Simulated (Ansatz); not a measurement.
# SnO (tin(ii) oxide): r2SCAN0/def2-TZVPPD (core potential)

What is the vertical singlet–triplet gap of SnO (tin(ii) oxide) at r2SCAN0/def2-TZVPPD (core potential)? 

The results are computed with Ansatz 0.2.0.

47 further runs of the same task are left out: 1 that didn't finish, 46 set aside as unsound or not needed.

### 1 The structure to begin with

SnO: 2 atoms, total charge 0, spin state singlet. SMILES: `[O]=[Sn]`. The shape is that of a PBE0-D4/def2-TZVP optimisation.

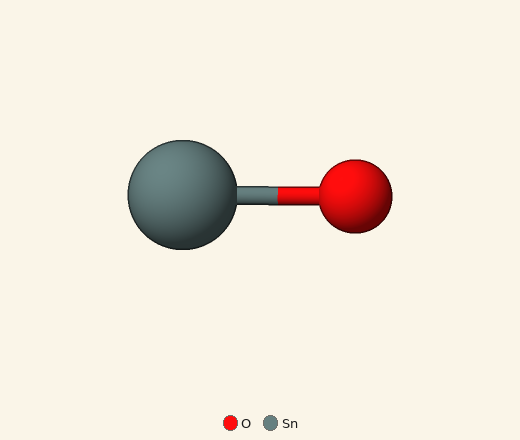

The structure, seen from a chosen angle (oxygen red, tin teal).

### 2 A single-point energy at r2SCAN0/def2-TZVPPD (core potential)

The input, input.yaml:

```yaml
crystal:
  periodic: [false, false, false]
  atoms:
    - {symbol: O, position_ang: [-0.000000, 0.000000, -0.007080]}
    - {symbol: Sn, position_ang: [0.000000, -0.000000, 1.810660]}
basis:
  gaussian:
    orbitals: def2-TZVPPD.json
hamiltonian:
  xc: {name: r2SCAN0}
accuracy: high
output:
  orbitals: {seedname: orbitals}
```

The basis set def2-TZVPPD is read from a file made from the Basis Set Exchange's data (not shown).

Launch:

```bash
$ ansatz run input.yaml --threads 1 --pin off --max-ram 3480MiB --events-out events.jsonl --progress --plain --runs-dir runs
```

The program printed:

```text
Warning: RAYON_NUM_THREADS=1 ignored (pool sized by the plan → 1); use --threads N
Functional definition: r2SCAN0
  name "r2SCAN0"
  parameter a = 0.25
  parameter k0 = 0.174
  parameter k1 = 0.065
  parameter a1 = 4.9479
  exchange = (1 - a)*r2scan_x(k0 = k0, k1 = k1, a1 = a1) + a*exact_x
  correlation = r2scan_c
1538 factors; integrals over basis functions are off by at most 3.3e-9 eV
mean field evaluation 1: about -7867.4171 eV, gradient 7.5e1 eV
mean field evaluation 2: about -7704.4696 eV, gradient 2.0e2 eV
mean field evaluation 4: about -7878.6121 eV, gradient 1.3e1 eV
mean field evaluation 8: about -7878.9379 eV, gradient 3.7e-1 eV
mean field evaluation 16: about -7878.9381 eV, gradient 1.6e-5 eV
mean field -7878.93814761 eV, -289.5456363886 hartree, gradient 1.6e-8 eV, S^2 0.000000; 0 other end points of the search recorded, 0 dependent functions left out
reference -7878.93814824 eV, -289.5456364116 hartree; 15, 15 occupied and 81, 81 virtual orbitals, 1538 factors
Total energy: -7878.93814824 eV, -289.5456364116 hartree
```

Run time: 9 s. Hardware: 1 thread of Arm Neoverse V1, shared host; peak memory 0.26 GiB.

### 3 The triplet

The input, run.yaml:

```yaml
crystal:
  periodic: [false, false, false]
  atoms:
    - symbol: O
      position_ang: [-0.000000, 0.000000, -0.007080]
    - symbol: Sn
      position_ang: [0.000000, -0.000000, 1.810660]
basis:
  gaussian:
    orbitals: def2-TZVPPD.json
magnetization:
  spin_polarized: true
  initial_magnetization: 2
hamiltonian:
  xc: {name: r2SCAN0}
accuracy: high
output:
  orbitals: {seedname: orbitals}
```

The basis set def2-TZVPPD is read from a file made from the Basis Set Exchange's data (not shown).

Launch:

```bash
$ ansatz run run.yaml --threads 1 --pin off --max-ram 3480MiB --events-out events.jsonl --progress --plain --runs-dir runs
```

The program printed, shortened:

```text
Warning: RAYON_NUM_THREADS=1 ignored (pool sized by the plan → 1); use --threads N
[... 8 set-up lines as earlier in the session ...]
1538 factors; integrals over basis functions are off by at most 3.3e-9 eV
mean field evaluation 1: about -7867.1687 eV, gradient 4.6e1 eV
mean field evaluation 2: about -7708.6593 eV, gradient 1.4e2 eV
mean field evaluation 4: about -7875.9211 eV, gradient 6.2e0 eV
mean field evaluation 8: about -7876.1189 eV, gradient 9.4e-1 eV
mean field evaluation 16: about -7876.1651 eV, gradient 2.4e-3 eV
mean field evaluation 32: about -7876.1651 eV, gradient 4.5e-7 eV
mean field evaluation 64: about -7876.3407 eV, gradient 2.4e0 eV
mean field -7876.37029989 eV, -289.4512697255 hartree, gradient 9.6e-9 eV, S^2 2.014215; 3 other end points of the search recorded, 0 dependent functions left out
reference -7876.37030539 eV, -289.4512699277 hartree; 16, 14 occupied and 80, 82 virtual orbitals, 1538 factors
Total energy: -7876.37030539 eV, -289.4512699277 hartree
```

Run time: 76 s. Hardware: 1 thread of Arm Neoverse V1, shared host; peak memory 0.44 GiB.

### 4 Results

Level: r2SCAN0/def2-TZVPPD (core potential).

```
                                        quantity          value
                           singlet: total energy  -289.54564 Eh
                            singlet: HOMO energy       -7.91 eV
                            singlet: LUMO energy       -2.26 eV
                          singlet: HOMO–LUMO gap        5.65 eV
                           triplet: total energy  -289.45127 Eh
     triplet: HOMO energy (highest over α and β)       -4.88 eV
      triplet: LUMO energy (lowest over α and β)       -4.62 eV
                                   triplet: ⟨S²⟩          2.014
vertical energy of the triplet above the singlet       2.568 eV
```

**Reading.** At this shape the triplet lies 2.57 eV (59 kcal/mol) above the singlet.
